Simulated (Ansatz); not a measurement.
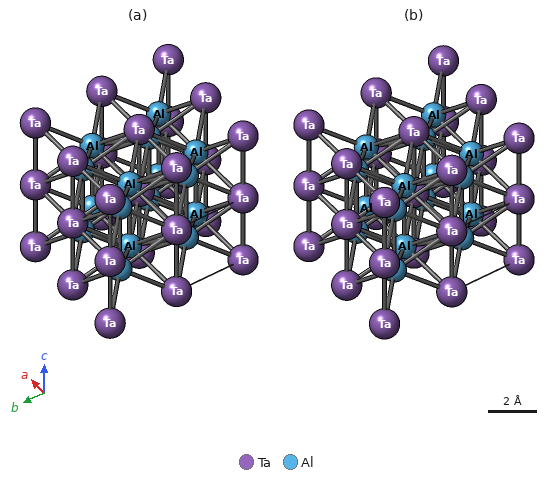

The structure of solid TaAl$_{2}$ (a generated structure, set up in P6/mmm) (coarse preliminary run) before (left) and after (right) a relaxation, at one scale.

Style: ball-and-stick. Shown: the cell of the calculation, repeated 2 × 2 × 2 with one cell outlined, from a free direction.

These are results of DFT PBE, scalar-relativistic, plane waves, PAW (Ansatz 0.2.0), not measurements. (plane-wave cutoff 420 eV; k-point mesh 6 × 6 × 6; occupations gaussian; smearing width 0.1 eV; no spin polarisation; cell and atoms relaxed; force threshold 0.04 eV/Å; at most 70 steps)

Question: What changed between the two?

Answer: The atoms keep their places relative to the cell (all moves are under 0.005 Å). Cell: a = b 4.451 → 4.504 Å (+1.2 %), c 2.839 → 2.789 Å (−1.8 %). Volume +0.6 %. Among the contacts that change: Ta–Ta 2.839 → 2.789 Å, Al–Al 2.839 → 2.789 Å, Al–Al 2.570 → 2.600 Å, Al–Ta 2.936 → 2.951 Å. The space group stays P6/mmm (No. 191). Over 3 accepted moves (4 points after the start) the energy falls by 5.9 meV per atom. All forces vanish by symmetry, so only the cell relaxes. The pressure goes from 0.25 to −0.03 GPa. The SCF was repeated once at an unchanged geometry on a basis and grid sized afresh for the cell, which shifted the energy by 0.1 meV per atom at most. The run took 12 s on 1 thread of Intel(R) Xeon(R) Platinum 8375C CPU @ 2.90GHz (Ice Lake), on a shared host, peak memory 0.34 GiB.
